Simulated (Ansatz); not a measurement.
System: GaOs3.

```cif
data_structure
_symmetry_space_group_name_H-M 'P 1'
_symmetry_Int_Tables_number 1
_cell_length_a 3.8732
_cell_length_b 3.8732
_cell_length_c 3.8732
_cell_angle_alpha 90.000
_cell_angle_beta 90.000
_cell_angle_gamma 90.000
_cell_volume 58.10
loop_
_atom_site_label
_atom_site_type_symbol
_atom_site_fract_x
_atom_site_fract_y
_atom_site_fract_z
_atom_site_occupancy
Ga1 Ga 0.00000 0.00000 0.00000 1
Os1 Os 0.00000 0.50000 0.50000 1
Os2 Os 0.50000 0.00000 0.50000 1
Os3 Os 0.50000 0.50000 0.00000 1
```

Space group Pm-3m; started from the Cu3Au (L1_2)_221 prototype, which need not be the ambient phase; computed without spin polarisation.

These are results of Ansatz, DFT PBE, scalar-relativistic, plane waves, PAW, not measurements.

Predict the valence pseudo-density and electron localisation function between the atoms.

Ga–Os (2.74 Å): the density is about 0.33 e/Å³ at the midpoint; the ELF is about 0.35 at the midpoint.
Os–Os (2.74 Å): ρ is about 0.44 e/Å³ halfway; the ELF is about 0.40 at the midpoint.

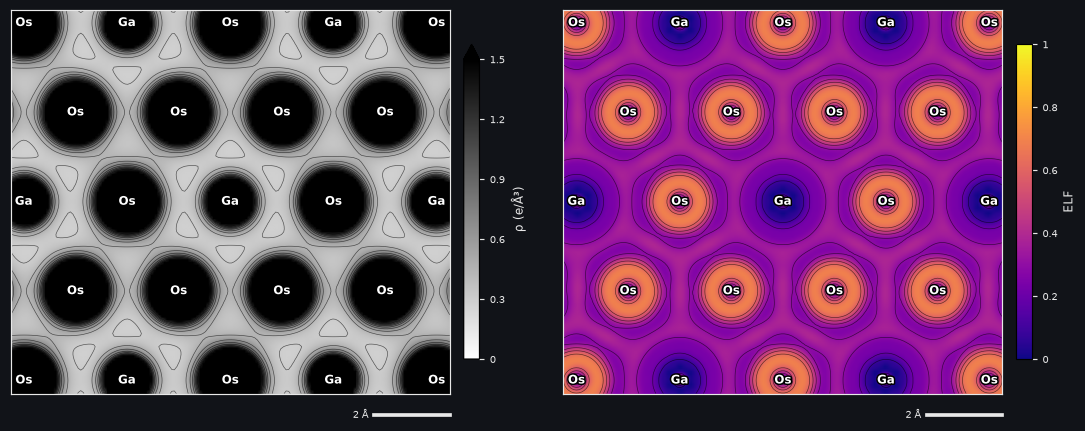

Computed valence pseudo-density and electron localisation function on the (111) plane of the conventional cell, in this order. 

In a PAW calculation such maps are meaningful between the atoms, not at the nuclei.
